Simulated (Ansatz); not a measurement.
| atom | x (Å) | y (Å) | z (Å) |
| --- | --- | --- | --- |
| N | -0.0055 | 1.7567 | 1.2454 |
| Si | -0.7471 | 0.6238 | 0.1806 |
| N | 0.1892 | -0.8366 | 0.1153 |
| Al | 0.7756 | -1.8564 | -1.2088 |
| F | 0.4434 | -1.4238 | -2.7690 |
| H | -0.5585 | 2.3980 | 1.7791 |
| H | 0.9180 | 2.1111 | 1.0898 |
| H | -2.1088 | 0.4227 | 0.7353 |
| H | -0.8825 | 1.0719 | -1.2262 |
| H | 0.4327 | -1.1688 | 1.0355 |
| H | 1.6087 | -3.1556 | -0.9563 |

Method: Ansatz, RHF/def2-SVP.

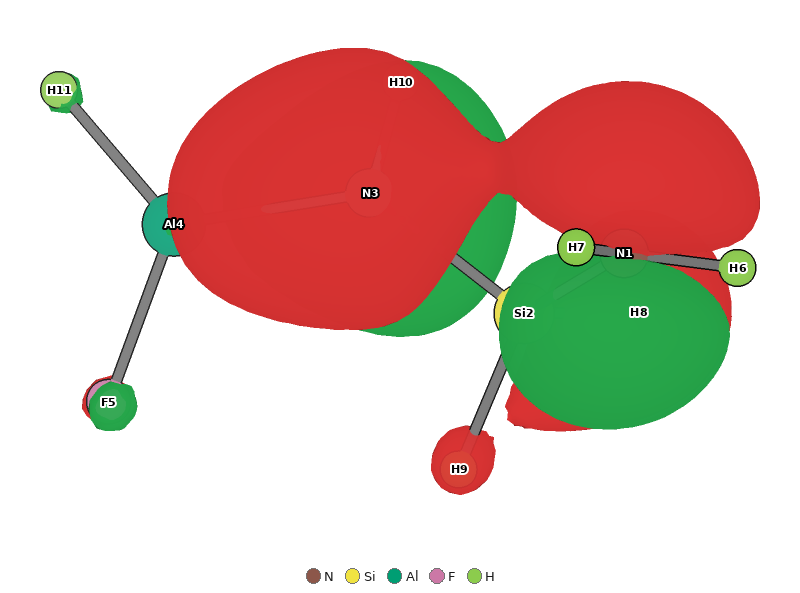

AlFH6N2Si (SMILES N[SiH2][NH][AlH][F]). The HOMO−1 at ±0.08 Å⁻³ᐟ² (green and red are the two phases), seen at a tilt.

What is the character of this orbital?

Its weight (Hirshfeld) is mainly on N3 (about 45 %) and N1 (about 25 %). Its energy is −11.33 eV.
